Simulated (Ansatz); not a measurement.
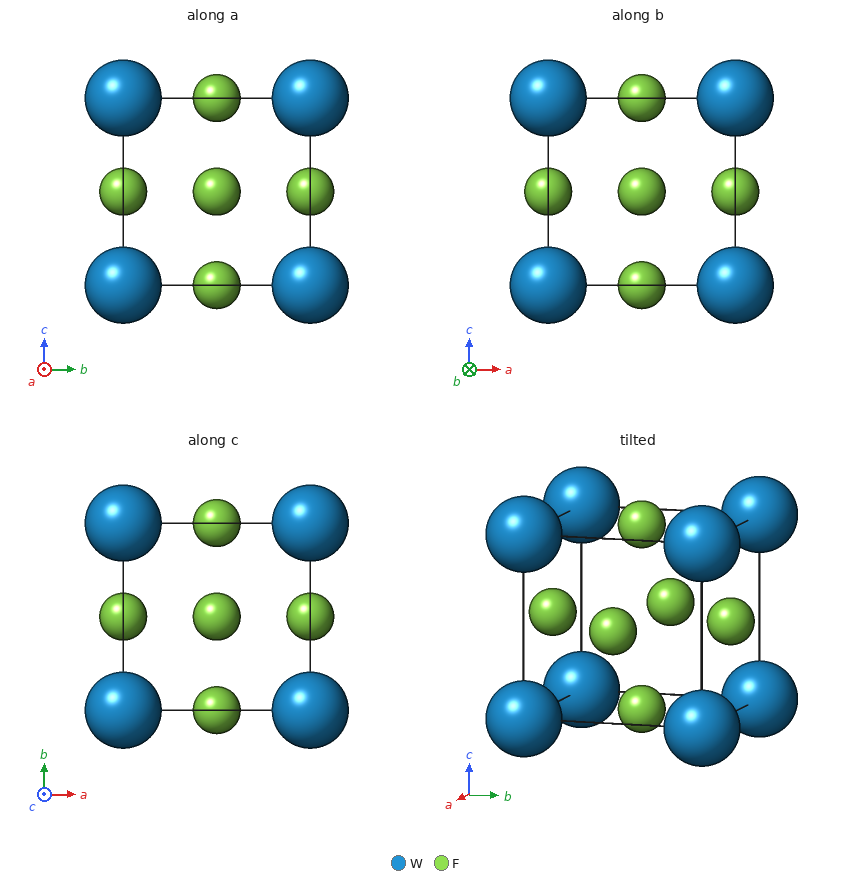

Spheres-only representation of a periodic structure, projected along the a axis, along the b axis, along the c axis and slightly off an axis. Lines trace the edges of the conventional unit cell.

Lattice parameters: a = 3.441 Å, b = 3.441 Å, c = 3.441 Å, α = 90.00°, β = 90.00°, γ = 90.00°. Put a along x and b in the xy plane.

> Set out the cell and atoms as a POSCAR file.

```
W F
1.0
     3.441    0.000    0.000
     0.000    3.441    0.000
     0.000    0.000    3.441
W F
1 3
Direct
  0.0000 0.0000 0.0000
  0.5000 0.5000 0.0000
  0.0000 0.5000 0.5000
  0.5000 0.0000 0.5000
```

The cell started as a structure type filled with these elements by a generator (whether the compound takes this form wasn't checked). Earlier steps of the study, as a rule a relaxation of our own, may have changed the cell and positions, so they can lie some per cent off the listed ones. Ansatz was used for an electronic-structure calculation on it.
